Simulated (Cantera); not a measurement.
Charge: 1 mol FeS, 1.8 mol SO2, a varied amount of O2, equilibrated at 1148.15 K and 0.150 bar.

Equilibrium computed with Cantera from the NASA thermochemical tables; the gas is ideal and each condensed phase is pure. Candidate condensed phases: Fe, FeO, FeS, FeSO4, FeS2, Fe2O3, Fe2(SO4)3, Fe3O4, S; 12 gas species. Mutual solubility and eutectic melting of coexisting phases are not modelled. FeS: taken at fixed stoichiometry. Gases not in the tables: S3 to S7. Rates play no part.

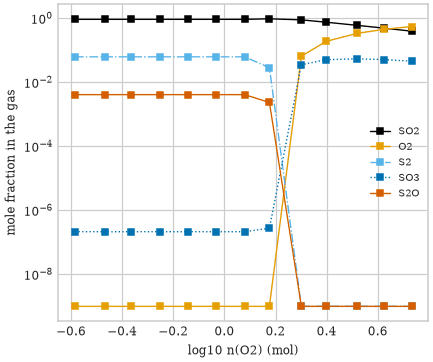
Figure: Equilibrium gas composition (values under 1e-9 drawn at 1e-9)

Question: Read off the mole fractions at 5.4 mol O2.

Answer: O2 about 0.56, SO2 about 0.40, SO3 about 0.046.
